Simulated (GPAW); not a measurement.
# Surface energy and work function of Pd(110) from slabs of 4 to 11 layers (PBE)

How do energy and work function of Pd(110) films settle with thickness, and what surface energy follows?

**Method.** GPAW 26.7.0, plane waves at 450 eV with PAW setups; symmetric 1×1 slabs cut at the tabulated lattice constant (two decimals; low-temperature values for the alkali metals), atoms at bulk places, 7.5 Å of vacuum on each side, one in-plane mesh for all thicknesses, Fermi-Dirac smearing of 0.1 eV. Energies are extrapolated to zero smearing and count from the program's reference atoms. Functional PBE. The cell's area is 10.700 Å².

What came out, but for one run:

| layers | energy (eV) | work function (eV) |
| --- | --- | --- |
| 4 | −13.2748 | 4.91 |
| 5 | −17.1864 | 4.71 |
| 6 | −21.0031 | 4.80 |
| 7 | −24.8759 | 4.82 |
| 8 | −28.7443 | 4.73 |
| 9 | −32.5849 | 4.82 |
| 10 | −36.4570 | 4.80 |
| 11 | ? | ? |

To predict: What surface energy do these runs give, and what energy and work function should the 11-layer slab have?

**Working.** A slab of n layers has E(n) = nε + 2Aγ once its middle is bulk-like. A line through n = 6 to 10 has the slope ε = −3.8617 eV a layer and the intercept 2Aγ = 2.1604 eV (r.m.s. residual 7.6 meV). So γ = 2.1604 / (2 × 10.700 Å²) = 0.1010 eV/Å² = 1.62 J/m², with a standard error of about 0.02 J/m² from the scatter about the line. For 11 layers: 2.1604 + 11 × (−3.8617) = −40.318 eV; the run gives −40.313 eV, 5.3 meV over the line. The work function has no such law: from 6 to 10 layers it moves between 4.73 and 4.82 eV (mean 4.79), and the 11-layer slab gives 4.76 eV. The thinnest slab, 4 layers, lies +0.12 eV from that mean. The values go up and down with thickness, as expected where levels confined across the film cross the Fermi level one by one. The measured value for this face is 5.07 eV (“Anisotropic work function of elemental crystals” (2019, arxiv:1902.07811)); the unrelaxed 11-layer slab lies 0.31 eV under it.

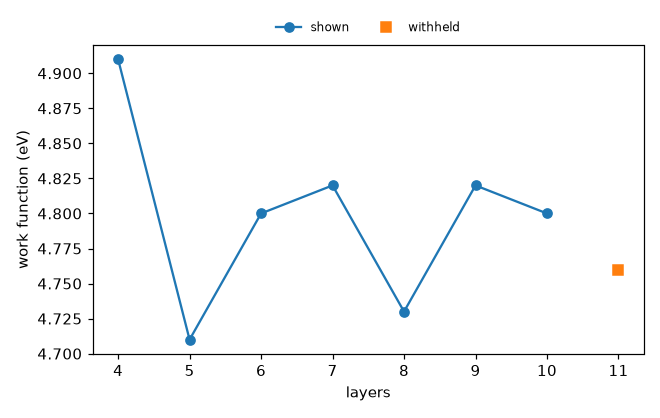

Work function against thickness.

**Limits.** The surfaces are unrelaxed, so γ is an upper bound for this functional and lattice constant. The tabulated lattice constant isn't the functional's own, which strains the slab a little. The runs had no spin polarisation.
